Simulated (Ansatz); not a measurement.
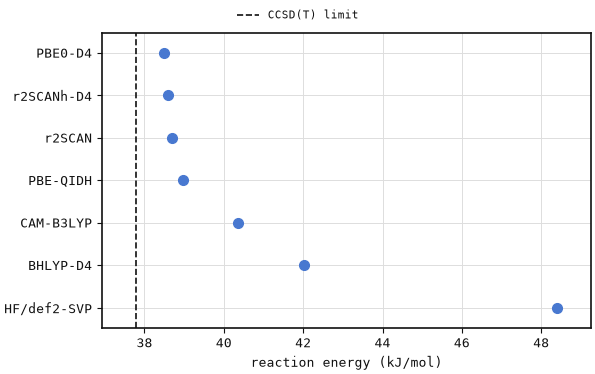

Electronic reaction energy of GeH₃I ([GeH3][I]) + BNH₄S (NBS) → BGeNH₆S (NB[S][GeH3]) + HI (I) (SMILES in brackets) at several levels (functionals in def2-TZVPP unless a basis is named), isolated molecules at PBE0-D4 triple-zeta geometries, minima by their frequencies, no zero-point or thermal terms, the Ansatz code. The line is frozen-core CCSD(T) at the basis limit (MP2 extrapolated from triple and quadruple zeta, plus CCSD(T) less MP2 in a smaller set). PBE-QIDH holds a correlation term that converges slowly with the basis, so part of the distance to the limit is basis error. No dispersion term is added to r2SCAN, PBE-QIDH and CAM-B3LYP. The distance of HF/def2-SVP to the limit includes basis error. Core potentials past Kr. The limit lies 5.2 kJ/mol from CCSD(T)/def2-TZVPP, so the line itself is uncertain by a part of that.

What range do the values span, the line included?

Answer. From 37.8 kJ/mol (CCSD(T) limit) to 48.4 kJ/mol (HF/def2-SVP).

What do zero-point energy and temperature add?

Answer. Zero-point change −6.3 kJ/mol; at 298.15 K and 1 bar the CCSD(T) limit plus thermal terms gives an enthalpy of reaction of 34.1 and a free energy of 34.8 kJ/mol (harmonic PBE0-D4 modes, ideal gas).

Known limits of this run: no scalar relativity up to krypton; outer-core shells are correlated without core-valence functions, which makes the correlated values less sure; spin-orbit coupling is left out, and with I it can shift these values; one conformer of each flexible molecule.
